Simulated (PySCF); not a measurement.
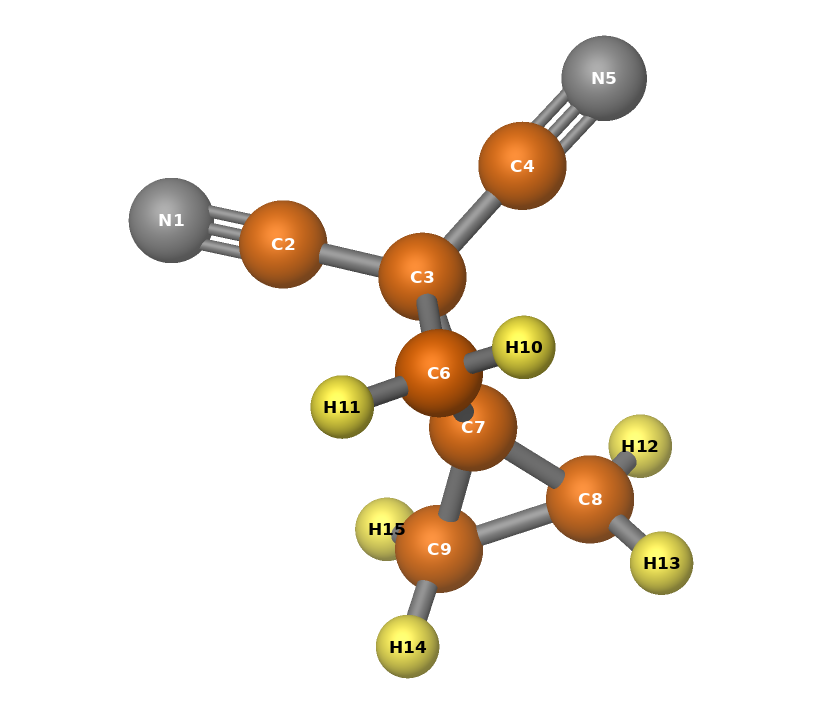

The computed structure is the end point of a GFN2-xTB optimisation. No frequency run is at hand to confirm it as a minimum. Electric field gradients from the ground-state density, PBE0/pcSseg-1 (PySCF 2.14.0), non-relativistic apart from any core potentials.

Give the largest field-gradient component, the quadrupole coupling constant and the asymmetry for 14N at N1 (Q = 20.44 mb), 2H at H10 (Q = 2.86 mb), 2H at H12 (Q = 2.86 mb).

```
atom  V_zz (a.u.)  e²qQ/h (MHz)     η
  N1       −0.973         −4.67  0.18
 H10        0.320         0.215  0.06
 H12        0.326         0.219  0.06
```
